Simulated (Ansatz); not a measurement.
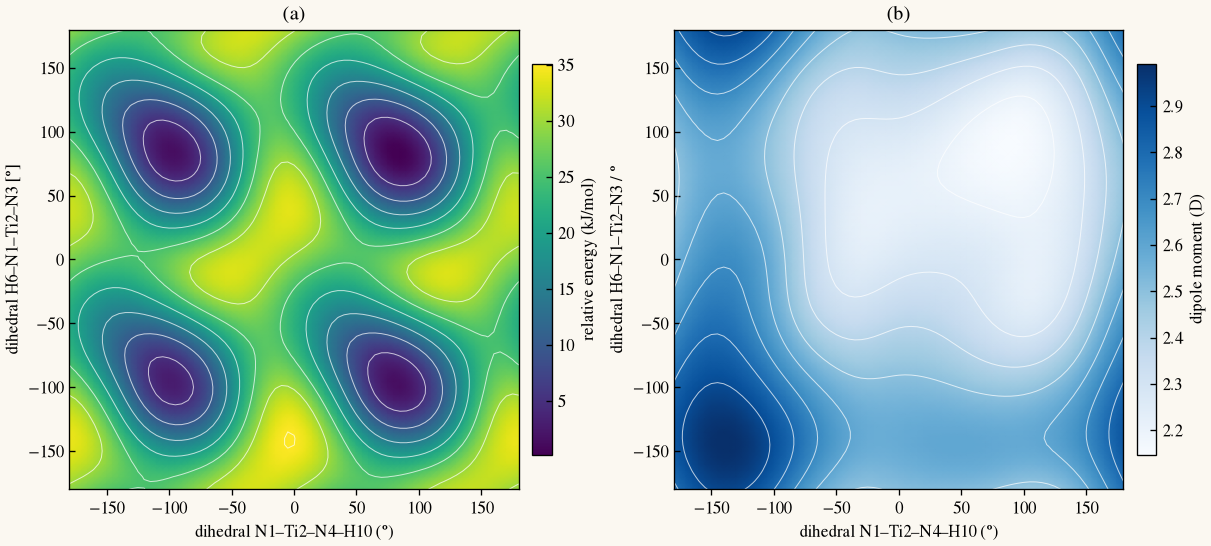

FH₆N₃Ti, SMILES [NH2][Ti]([NH2])([NH2])[F]. First axis: dihedral N1–Ti2–N4–H10. Second axis: dihedral H6–N1–Ti2–N3. Nothing is relaxed (all other coordinates rigid). Grid: 10 × 10 points. Points are written as (first, second). Energies are in kJ/mol, from the relaxed molecule at the same level. Level of theory: RKS PBE0-D4/def2-SVP in Ansatz 0.2.0.

Panel (a) is the energy; panel (b) is the computed dipole moment, in D.

In the figure: a smooth colour map with a few white contour lines. Between grid points the surface is interpolated.

How does the dipole moment vary over the map, and what is it at the lowest grid point?

Answer. Leaving out the highest fifth of the energies, it runs from 2.16 D at (72°, 72°) to 2.99 D at (−144°, −144°). At the lowest grid point, (72°, 72°), it is 2.16 D.
